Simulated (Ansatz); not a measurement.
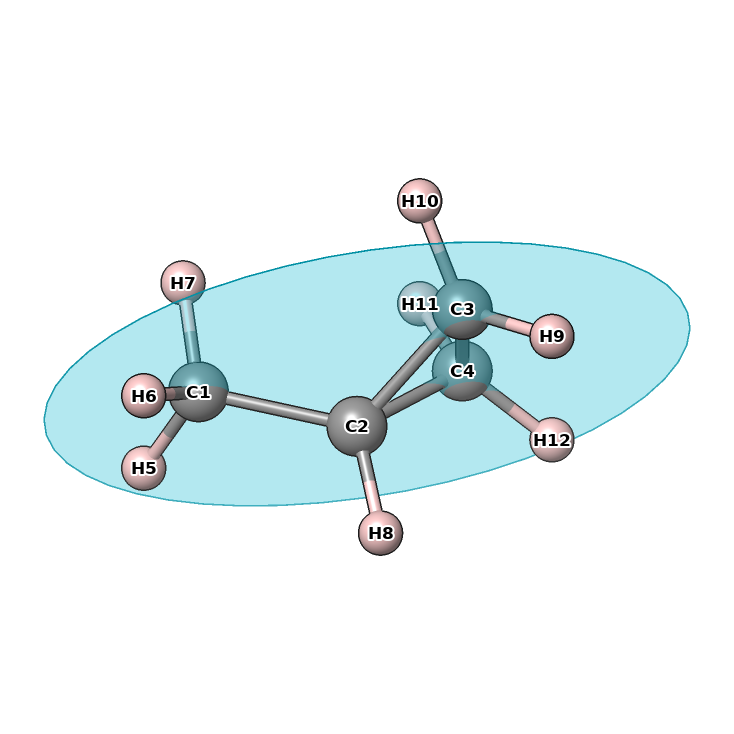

A disc through the centre of mass is drawn in. Distant atoms are faded towards the background colour. Computed geometry: PBE0-D4/def2-TZVP optimisation.

Is the plane of the disc a mirror plane of the structure?

Answer. No. The point group is Cs, with 1 mirror plane, and this plane isn't one of its mirror planes.
